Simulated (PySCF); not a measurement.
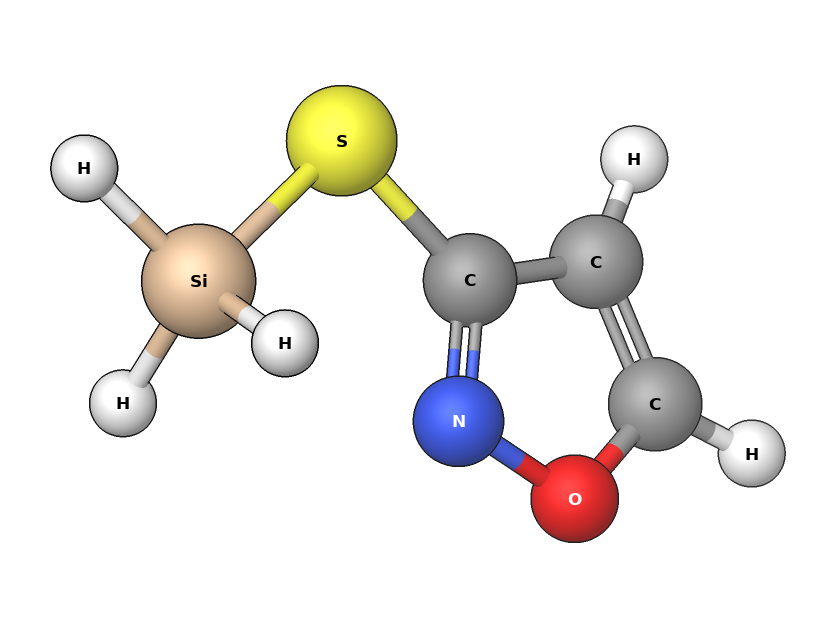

Ball-and-stick drawing of a structure. Multiple sticks mark multiple bonds (one Kekulé form).

> Count the atoms of each element.

C₃H₅NOSSi, 12 atoms: 3 carbon, 5 hydrogen, 1 nitrogen, 1 oxygen, 1 sulfur and 1 silicon.

> Name some functional groups or characteristic bonds that it holds.

Among them: Si–H bond.

> How many bonds of each kind are drawn?

3 Si–H, 2 C–C, 2 C–H, 1 S–Si, 1 C–S, 1 C–O, 1 N–O, 1 C–N.

> Describe its rings.

Independent rings (smallest set): 1 of 5 members, 1 of them aromatic.

More results for the same structure follow; atom numbers are the same in all pictures, views and colours differ. The computed structure is the end point of a PBE0-D3(BJ)/def2-SVP optimisation. No frequency run is at hand to confirm it as a minimum.

### Shape

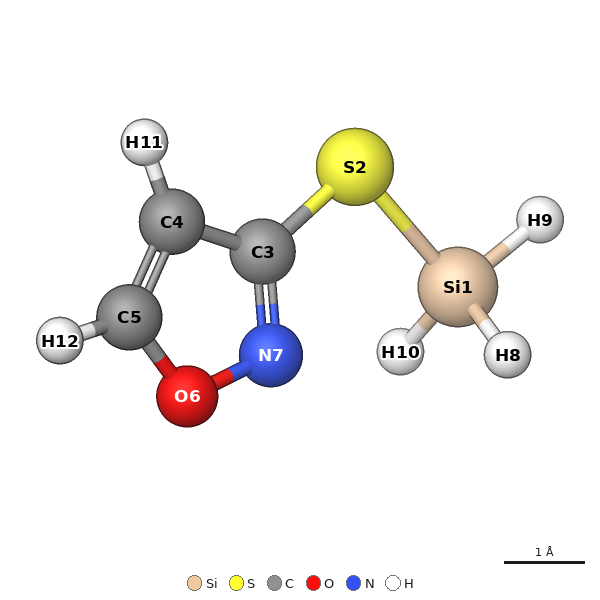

Atoms carry their numbers in the input. No frequency run is at hand to confirm it as a minimum.

> Describe the coordination of atom 2.

S2 has 2 neighbours (Si1 at 2.17, C3 at 1.75 Å); the arrangement is bent.

> How are the neighbours of atom 6 arranged?

O6 has 2 neighbours (C5 at 1.33, N7 at 1.36 Å); the arrangement is bent.

> How are the neighbours of atom 5 arranged?

C5 has 3 neighbours (C4 at 1.36, O6 at 1.33, H12 at 1.09 Å); the arrangement is trigonal planar.

> How are the neighbours of atom 4 arranged?

C4 has 3 neighbours (C3 at 1.43, C5 at 1.36, H11 at 1.09 Å); the arrangement is trigonal planar.

> What is the dihedral angle C5–O6–N7–C3?

0° in size, that is syn (eclipsed).

### Dipole moment

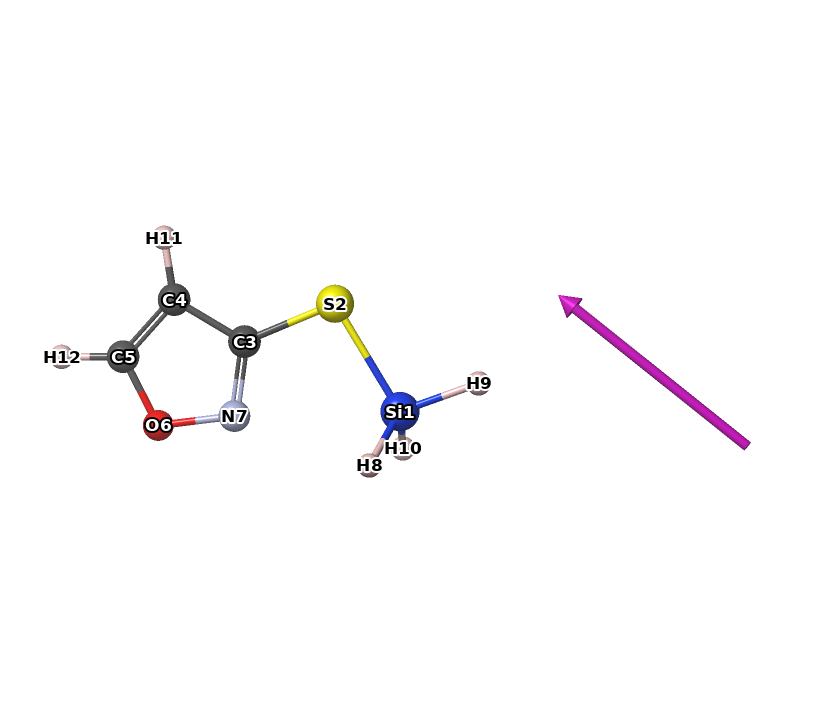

The arrow beside the molecule shows the direction of the dipole moment, from the negative to the positive end (its length means nothing). No frequency run is at hand to confirm it as a minimum. Properties computed with B3LYP/6-31G*, gas phase (PySCF 2.14.0).

> Estimate the dipole moment.

1.77 D; it points from the side of H9 to the side of H12 (the outermost atoms at the two ends).

### Core levels

No frequency run is at hand to confirm it as a minimum. Method: delta-SCF UKS B3LYP, pcX-2 on the ionised atom, pcseg-1 elsewhere, spin-free X2C (PySCF 2.14.0).

Give the core-electron binding energies (to vacuum; p and d levels without spin–orbit splitting) of Si1 1s, Si1 2p, S2 1s, S2 2p, C3 1s, C4 1s, C5 1s, O6 1s, N7 1s.

```json
{"atom": "Si1", "level": "1s", "binding energy (eV)": "1845.7"}
{"atom": "Si1", "level": "2p", "binding energy (eV)": "107.4"}
{"atom": "S2", "level": "1s", "binding energy (eV)": "2475.1"}
{"atom": "S2", "level": "2p", "binding energy (eV)": "169.5"}
{"atom": "C3", "level": "1s", "binding energy (eV)": "292.3"}
{"atom": "C4", "level": "1s", "binding energy (eV)": "291.1"}
{"atom": "C5", "level": "1s", "binding energy (eV)": "292.6"}
{"atom": "O6", "level": "1s", "binding energy (eV)": "540.2"}
{"atom": "N7", "level": "1s", "binding energy (eV)": "405.7"}
```

### Spin–spin coupling

No frequency run is at hand to confirm it as a minimum. Properties computed with B3LYP/6-31G* indirect spin-spin coupling, non-relativistic, gas phase (PySCF 2.14.0). Isotopes: 13C, 1H, 15N, 17O, 33S, 29Si.

Give the spin–spin coupling constants of these pairs, with the number of bonds between them: Si1/H8, Si1/H10, Si1/H9, Si1/S2, C3/N7, O6/N7, C4/N7, Si1/C4, Si1/N7, N7/H11.

```
    pair  bonds apart  J (Hz)
 Si1, H8            1  −221.6
Si1, H10            1  −221.2
 Si1, H9            1  −182.1
 Si1, S2            1    10.9
  C3, N7            1    −2.6
  O6, N7            1   −34.9
  C4, N7            2     1.2
 Si1, C4            3    −1.8
 Si1, N7            3     3.2
 N7, H11            3    −0.5
```
